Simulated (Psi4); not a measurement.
# M06-L/6-311+G(d,p) run of [AlF4]− (SMILES [F][Al-]([F])([F])[F])

What is the vertical ionisation energy of [AlF4]− at M06-L/6-311+G**? 

The results are computed with Psi4 1.11.

3 further runs of the same task are left out: 3 that didn't finish.

## (1) The system as given

[AlF4]− has 5 atoms, charge -1, and is taken as a singlet. As SMILES, `[F][Al-]([F])([F])[F]`. Geometry: relaxed at PBE0-D4/def2-TZVPD.

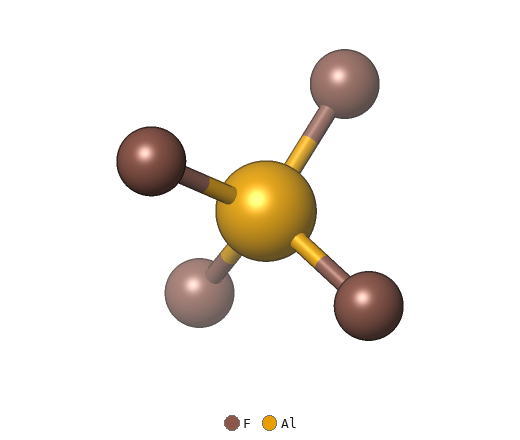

Viewed from a chosen angle; fluorine brown, aluminium amber.

## (2) Energy and forces at M06-L/6-311+G(d,p)

Contents of input.in:

```
memory 1600 MB

molecule m {
  -1 1
  F     -0.101500    -0.294000     1.660000
  Al     0.000000     0.000000     0.000000
  F     -1.343000     0.895800    -0.496200
  F      0.034500    -1.469900    -0.831000
  F      1.409900     0.868100    -0.332800
  units angstrom
  symmetry c1
}

set {
  reference rks
  puream true
  e_convergence 1e-09
  d_convergence 1e-08
  scf_type pk
  dft_radial_points 99
  dft_spherical_points 590
}

E, wfn = gradient('m06-l/6-311+G**', return_wfn=True)
oeprop(wfn, 'DIPOLE', 'LOWDIN_CHARGES', 'QUADRUPOLE')
print_variables()
```

The run is started by

```sh
$ psi4 -n 1 input.in input.out
```

input.out, cut to the lines that bear on the results:

```text
[...]
  Running in c1 symmetry.
[...]
  Nuclear repulsion =  239.890506033856099
[...]
  Multiplicity = 1
[...]
  Nalpha       = 25
  Nbeta        = 25
[...]
    Number of basis functions: 118
[...]
   @RKS iter   1:  -641.95461167922144   -8.53869e-01   8.77517e-03 ADIIS/DIIS
[...]
   @RKS iter  10:  -642.27636190788189   -6.25278e-12   2.03607e-09 DIIS
[...]
    Orbital Energies [Eh]
    ---------------------
    Doubly Occupied:
       1A    -55.578866     2A    -24.257883     3A    -24.257874
       4A    -24.257860     5A    -24.257847     6A     -3.915322
       7A     -2.422138     8A     -2.422137     9A     -2.422137
      10A     -0.931044    11A     -0.916765    12A     -0.916759
      13A     -0.916756    14A     -0.246555    15A     -0.199814
      16A     -0.199811    17A     -0.199802    18A     -0.166147
      19A     -0.166138    20A     -0.160727    21A     -0.160725
      22A     -0.160721    23A     -0.137812    24A     -0.137809
      25A     -0.137803
[...]
  @RKS Final Energy:  -642.27636190788189
   => Energetics <=
    Nuclear Repulsion Energy =            239.8905060338560986
    One-Electron Energy =               -1386.2371773598285927
    Two-Electron Energy =                 565.1010330080557651
    DFT Exchange-Correlation Energy =     -61.0307235899651346
    Empirical Dispersion Energy =           0.0000000000000000
    VV10 Nonlocal Energy =                  0.0000000000000000
    Total Energy =                       -642.2763619078818920
[...]
  -Total Gradient:
     Atom            X                  Y                   Z
    ------   -----------------  -----------------  -----------------
       1        0.000594042946     0.001742722919    -0.009960272672
       2        0.000004793418     0.000023172506     0.000009277698
       3        0.008004832568    -0.005375684396     0.002941629670
       4       -0.000225061247     0.008748443798     0.004881862132
       5       -0.008327692702    -0.005208645163     0.001963222538
[...]
 Multipole Moments:
 ------------------------------------------------------------------------------------
     Multipole            Electronic (a.u.)      Nuclear  (a.u.)        Total (a.u.)
 ------------------------------------------------------------------------------------
 L = 1.  Multiply by 2.5417464519 to convert [e a0] to [Debye]
 Dipole X            :          0.0001251            0.0000076            0.0001327
 Dipole Y            :         -0.0000514            0.0000000           -0.0000514
 Dipole Z            :         -0.0000789           -0.0000000           -0.0000789
 Magnitude           :                                                    0.0001627
 L = 2.  Multiply by 1.3450342976 to convert [e a0^2] to [Debye ang]
 Quadrupole XX       :       -151.9287640          122.2255345          -29.7032295
 Quadrupole XY       :          0.0000178            0.0001363            0.0001541
[...]
```

Wall time 42 s (1 thread of Intel Xeon Platinum 8259CL at 2.50GHz (Skylake/Cascade Lake), shared host); peak memory 0.7 GiB.

## (3) Doublet neutral AlF4, same level

Contents of alf4.xyz:

```xyz
5
AlF4
F     -0.101500    -0.294000     1.660000
Al     0.000000     0.000000     0.000000
F     -1.343000     0.895800    -0.496200
F      0.034500    -1.469900    -0.831000
F      1.409900     0.868100    -0.332800
```

Contents of job.py:

```python
import psi4

psi4.set_memory('1600 MB')
psi4.set_num_threads(1)
psi4.set_output_file('output.dat', False)

with open('alf4.xyz') as f:
    atoms = ''.join(f.readlines()[2:])
mol = psi4.geometry('0 2\n' + atoms + 'symmetry c1')

options = {'basis': '6-311+G**', 'reference': 'uks', 'puream': True, 'e_convergence': 1e-09, 'd_convergence': 1e-08, 'scf_type': 'pk', 'dft_radial_points': 99, 'dft_spherical_points': 590, 'maxiter': 200}
psi4.set_options(options)

E, wfn = psi4.gradient('m06-l', molecule=mol, return_wfn=True)
psi4.oeprop(wfn, 'MULLIKEN_CHARGES', 'MAYER_INDICES', 'LOWDIN_CHARGES')
print('gradient / Eh bohr^-1')
print(E.np.round(6))
print(f'energy = {wfn.energy():.10f} Eh')
```

The run is started by

```sh
$ python job.py
```

output.dat, cut to the lines that bear on the results:

```text
[...]
  Running in c1 symmetry.
[...]
  Nuclear repulsion =  239.890506033856099
[...]
  Multiplicity = 2
[...]
  Nalpha       = 25
  Nbeta        = 24
[...]
    Number of basis functions: 118
[...]
   @UKS iter   1:  -641.84890968725165   -7.48167e-01   6.26899e-03 DIIS/ADIIS
[...]
   @UKS iter  44:  -642.01455301398892   -1.13687e-12   3.01618e-09 DIIS
[...]
   @S^2 Observed:                7.542410855E-01
[...]
  @UKS Final Energy:  -642.01455301398892
   => Energetics <=
    Nuclear Repulsion Energy =            239.8905060338560986
    One-Electron Energy =               -1372.7020335675961178
    Two-Electron Energy =                 551.3992188881184120
    DFT Exchange-Correlation Energy =     -60.6022443683672805
    Empirical Dispersion Energy =           0.0000000000000000
    VV10 Nonlocal Energy =                  0.0000000000000000
    Total Energy =                       -642.0145530139889161
[...]
 Multipole Moments:
 ------------------------------------------------------------------------------------
     Multipole            Electronic (a.u.)      Nuclear  (a.u.)        Total (a.u.)
 ------------------------------------------------------------------------------------
 L = 1.  Multiply by 2.5417464519 to convert [e a0] to [Debye]
 Dipole X            :         -0.0000206            0.0000076           -0.0000130
 Dipole Y            :         -0.0001113            0.0000000           -0.0001113
 Dipole Z            :          0.0000488           -0.0000000            0.0000488
 Magnitude           :                                                    0.0001222
[...]
  -Total Gradient:
     Atom            X                  Y                   Z
    ------   -----------------  -----------------  -----------------
       1        0.000470337127    -0.000991261420    -0.008450310559
       2        0.000002382961     0.000017146123     0.000015800641
       3        0.007890090176    -0.002551718981     0.001611281747
       4       -0.000321971667     0.005823268781     0.006075147006
       5       -0.008021969963    -0.002359019386     0.000681340584
[...]
```

Standard output:

```text
gradient / Eh bohr^-1
[[ 4.700e-04 -9.910e-04 -8.450e-03]
 [ 2.000e-06  1.700e-05  1.600e-05]
 [ 7.890e-03 -2.552e-03  1.611e-03]
 [-3.220e-04  5.823e-03  6.075e-03]
 [-8.022e-03 -2.359e-03  6.810e-04]]
energy = -642.0145530140 Eh
```

Wall time 2.9 min (1 thread of Intel Xeon Platinum 8259CL at 2.50GHz (Skylake/Cascade Lake), shared host); peak memory 0.7 GiB.

## (4) What came out

At M06-L/6-311+G**:

| quantity | value |
| --- | --- |
| singlet [AlF4]−: total energy | -642.27636 Eh |
| singlet [AlF4]−: HOMO energy | -3.75 eV |
| singlet [AlF4]−: LUMO energy | 3.81 eV |
| singlet [AlF4]−: HOMO–LUMO gap (to an unbound level, set by the basis) | 7.56 eV |
| singlet [AlF4]−: largest force on an atom | 0.521 eV/Å |
| doublet neutral AlF4: total energy | -642.01455 Eh |
| doublet neutral AlF4: dipole moment | 0.00 D |
| doublet neutral AlF4: HOMO energy (highest over α and β) | -10.75 eV |
| doublet neutral AlF4: LUMO energy (lowest over α and β) | -10.50 eV |
| doublet neutral AlF4: ⟨S²⟩ | 0.754 |
| doublet neutral AlF4: largest force on an atom | 0.438 eV/Å |
| vertical detachment energy (to the doublet neutral) | 7.124 eV |

What this shows: Removing an electron at fixed nuclei costs 7.12 eV (164 kcal/mol). The largest force (singlet [AlF4]−) is 0.52 eV/Å: the shape isn't a stationary point for this species at this level. −ε(HOMO) before ionisation, 3.75 eV, is 3.37 eV below this ionisation energy.
